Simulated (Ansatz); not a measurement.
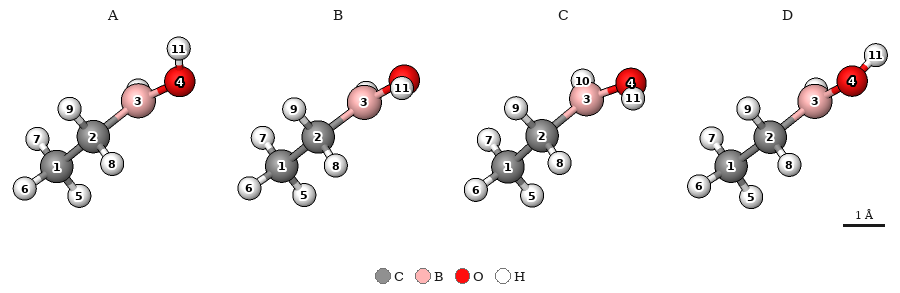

4 geometries from a converged minimum-energy path of C$_{2}$H$_{7}$BO, shuffled. The picture is a ball-and-stick view, seen from a free direction.

These are results of RKS PBE0/def2-SVP in Ansatz, not measurements. Set-up: 7 movable images; climbing image; force threshold 0.05 eV/Å; iteration limit 60; starting path by image-dependent pair potential.

Q: Which frame is the transition state?

A: A. In order along the path, whose images run from 0 to 8: C (image 1, +0.4 kJ/mol), B (image 2, +1.2 kJ/mol), A (image 4, +57.8 kJ/mol), D (image 6, −0.7 kJ/mol). The motion is a rotation about the B3–O4 bond by about 180°. No bond forms or breaks between the ends. Among the angles between lasting bonds that change up to the highest image: B3–O4–H11 112.8° → 124.2°, B3–C2–H8 111.7° → 108.3°.

Cost: 10 min on 1 thread of Intel(R) Xeon(R) Processor @ 2.70GHz, on a shared host, peak memory 0.18 GiB.
